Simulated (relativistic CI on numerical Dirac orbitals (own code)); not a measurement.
# Sr⁵⁺: how the levels respond to the fine-structure constant and the nuclear radius

How sensitive are the low transitions of Sr⁵⁺ to a change of α? Wanted is q = dE/dx with x = (α/α0)² − 1, and the field-shift factor by the mean square nuclear radius, for the lowest 30 levels.

The numbers are computed with relativistic CI on numerical Dirac orbitals (own code) version 4 (Dirac-Coulomb-Breit CI, KLI orbitals optimised for each configuration, valence Slater integrals scaled by 0.85, P86 correlation energy added to each configuration, derivatives by finite differences), except any that are marked as measured or tabulated.

### 1 The atom as given

- ion: Sr⁵⁺ (Sr VI)
- nuclear charge: 38
- electrons: 33
- isotope: A = 88
- first configuration: [Ar] 3d10 4s2 4p3

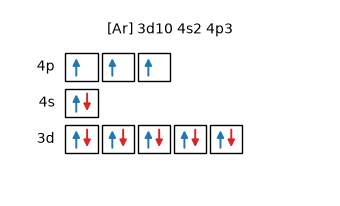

Occupation of the outer shells (arrows by Hund's rule).

### 2 Levels and derivatives

Settings of the run:

```ini
atom Sr  Z=38  charge=5  electrons=33
nucleus A=88  rms_radius_fm=4.2240
hamiltonian dirac-coulomb  breit=on  qed=off  c_scale=1
orbitals kli  potential=per-configuration
slater_scale 0.85
correlation p86
mixing on
configurations
  [Ar] 3d10 4s2 4p3
  [Ar] 3d10 4s 4p4
  [Ar] 3d10 4s2 4p2 4d
  [Ar] 3d10 4p5
  [Ar] 3d10 4s 4p3 4d
  [Ar] 3d10 4s2 4p2 4f
  [Ar] 3d10 4s2 4p2 5s
  [Ar] 3d10 4s2 4p 4d2
  [Ar] 3d10 4s2 4d3
  [Ar] 3d10 4s 4p 4d3
  [Ar] 3d10 4s2 4d2 4f
  [Ar] 3d10 4s2 4d2 5s
end
derivatives alpha2 +-0.01 radius +-1%
```

Started as:

```bash
$ python run_levels.py task.json out
```

task.json lists these runs, among others, and the program works through them in turn.

What does the calculation give? Wanted: lowest level; largest q in size, lowest 30 levels; largest K in size within the lowest configuration; largest field-shift factor among them.

The runs gave:

```
                                         quantity                                  value
                                     lowest level                             4p3 4S°3/2
              largest q in size, lowest 30 levels  22230 cm⁻¹ (4p2 4d 2P1/2 + 4s 4p4 2P)
largest K in size within the lowest configuration                      0.60 (4p3 2P°3/2)
            largest field-shift factor among them           -12.3 GHz/fm² (4s 4p4 4P3/2)
```

In words: Among these levels the largest q belongs to 4p2 4d 2P1/2 + 4s 4p4 2P, a change of configuration. K = 2q/E, the relative sensitivity of a level, hangs on the computed energy: between configurations that lie close it can be off by a factor of several.
